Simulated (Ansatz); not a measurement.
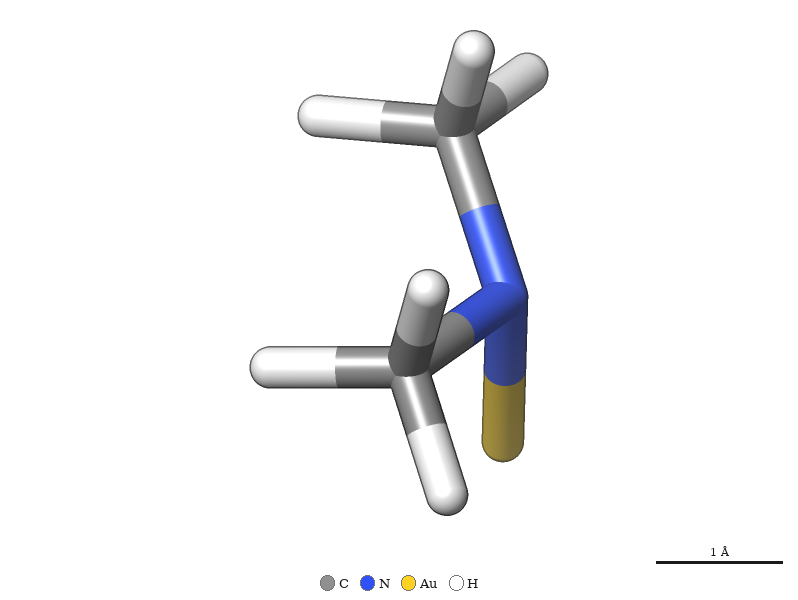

Stick drawing of a structure.

Charge 0, singlet.

What does the picture show?

It has 10 atoms: 2 carbon, 6 hydrogen, 1 gold and 1 nitrogen (C₂H₆AuN). As SMILES it reads `C[N](C)[Au]`. This geometry has Cs symmetry. Coordination: 2 C tetrahedral; 1 N trigonal pyramidal.

More results for the same structure follow; atom numbers are the same in all pictures, views and colours differ. The geometry was computed by an optimisation with PBE0-D4/def2-TZVP.

Geometry

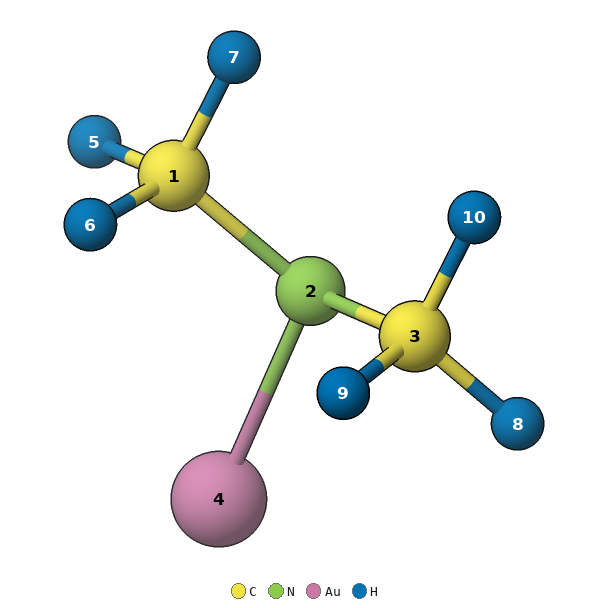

Atoms carry their numbers in the input.

Which atoms are bonded, and how long are the bonds?

| bond | length (Å) |
| --- | --- |
| C1–N2 | 1.447 |
| C1–H5 | 1.090 |
| C1–H6 | 1.100 |
| C1–H7 | 1.100 |
| N2–C3 | 1.447 |
| N2–Au4 | 1.994 |
| C3–H8 | 1.090 |
| C3–H9 | 1.100 |
| C3–H10 | 1.100 |

Vibrations

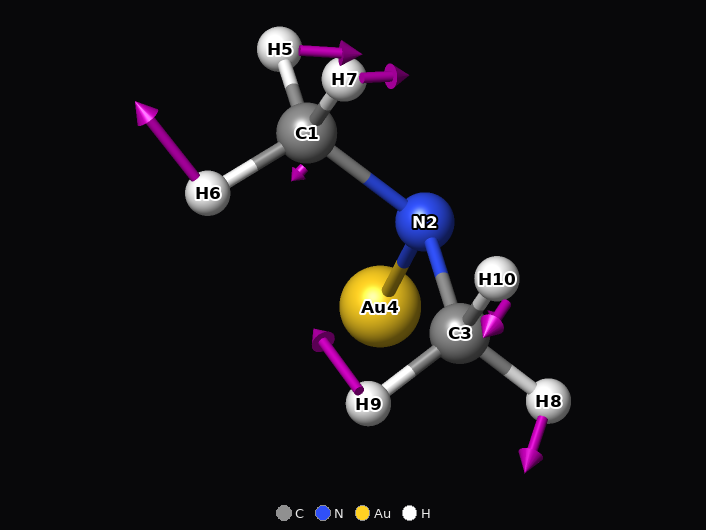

The arrows show one normal mode. Harmonic vibrations computed with RKS PBE0-D4/def2-TZVP, core potentials on Au (Ansatz 0.2.0) at a stationary point of the same level.

Describe the motion.

Mostly H–C–N bending.

At what wavenumber does it lie?

1095 cm⁻¹; it is mode 9 of 24 counted from the lowest.

Dipole moment

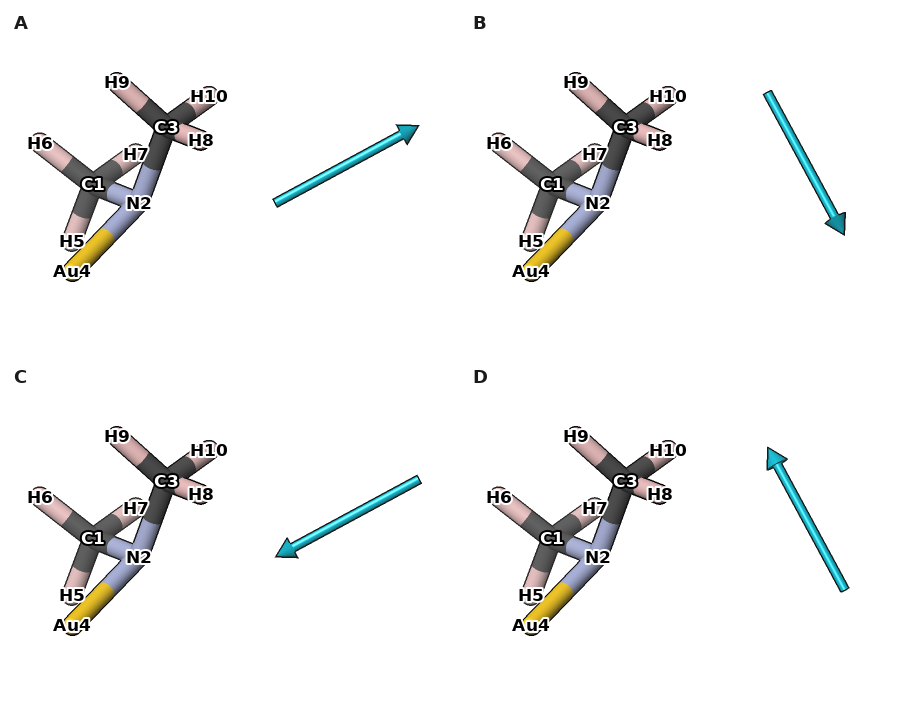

The same molecule four times, each with an arrow. Method: RKS r2SCAN-D4/def2-TZVPP, core potentials on Au (Ansatz 0.2.0).

Which arrow points along the dipole moment, from the negative to the positive end?

D. The dipole moment is 0.82 D; it points from the side of Au4 to the side of H6, H9 (the outermost atoms at the two ends).

Thermal motion

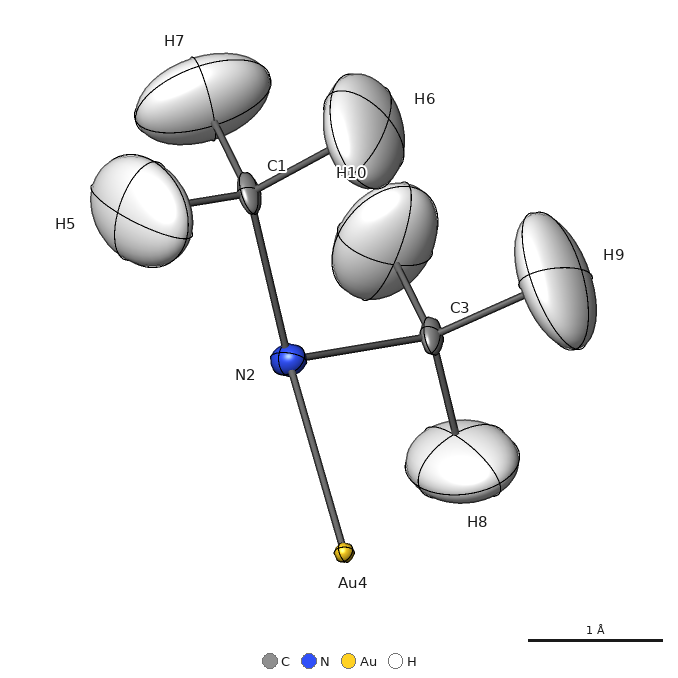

Displacement ellipsoids at the 50 % level, enlarged 2 times, from the internal vibrations of the free molecule (harmonic, no overall translation or rotation; no half-axis is drawn under 0.075 Å). Vibrations computed with RKS PBE0-D4/def2-TZVP, core potentials on Au (Ansatz 0.2.0). Temperature: 0 K (zero-point motion alone).

Give the displacement parameters, one line for each set of equivalent atoms.

| atom | U_eq (Å²) | rms amplitudes (Å) |
| --- | --- | --- |
| C1, C3 | 0.0017 | 0.023, 0.036, 0.057 |
| N2 | 0.0018 | 0.039, 0.040, 0.048 |
| Au4 | 0.00002 | 0.002, 0.004, 0.007 |
| H5, H8 | 0.0172 | 0.079, 0.129, 0.169 |
| H6, H9 | 0.0181 | 0.075, 0.131, 0.178 |
| H7, H10 | 0.0176 | 0.089, 0.124, 0.172 |

Charges

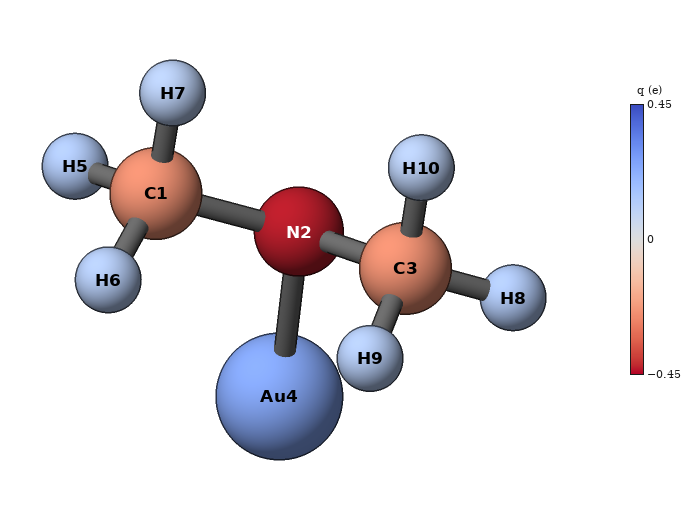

Atoms are coloured by their Mulliken charges. Level of theory: RKS ωB97M-V/def2-TZVPP, core potentials on Au (Ansatz 0.2.0).

Give the Mulliken charges atom by atom.

```
atom  value (e)
  C1      −0.24
  N2      −0.43
  C3      −0.24
 Au4       0.23
  H5       0.12
  H6       0.11
  H7       0.10
  H8       0.12
  H9       0.11
 H10       0.10
```

Mulliken values depend strongly on the basis set and can even reverse the polarity of a bond.
